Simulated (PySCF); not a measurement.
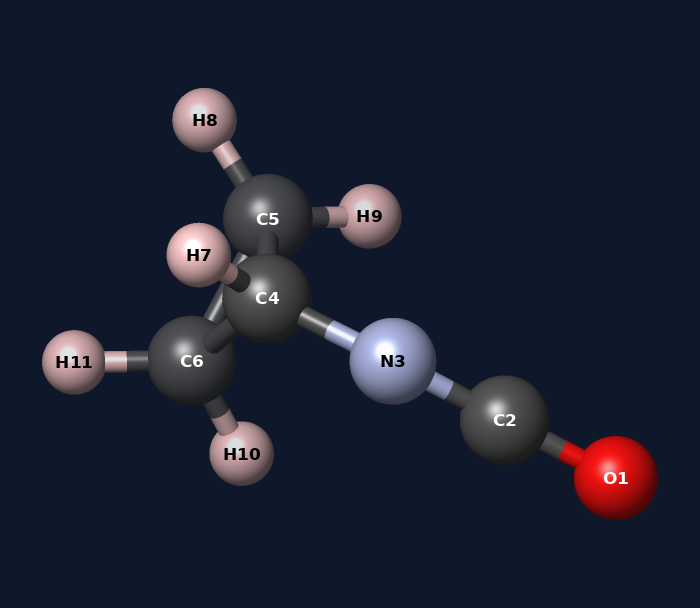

The geometry was computed by an optimisation with PBE0-D3(BJ)/def2-SVP. No frequency run is at hand to confirm it as a minimum. Level of theory: KT2/pcJ-1 indirect spin-spin coupling, non-relativistic, gas phase (PySCF 2.14.0). Isotopes: 13C, 1H, 15N, 17O.

Give the spin–spin coupling constants of these pairs, with the number of bonds between them: O1/N3, N3/H7, N3/C5, N3/H11, N3/H8, N3/H9.

```json
{"pair": "O1, N3", "bonds apart": "2", "J (Hz)": "0.7"}
{"pair": "N3, H7", "bonds apart": "2", "J (Hz)": "−8.8"}
{"pair": "N3, C5", "bonds apart": "2", "J (Hz)": "2.0"}
{"pair": "N3, H11", "bonds apart": "3", "J (Hz)": "−1.9"}
{"pair": "N3, H8", "bonds apart": "3", "J (Hz)": "−1.8"}
{"pair": "N3, H9", "bonds apart": "3", "J (Hz)": "−3.7"}
```
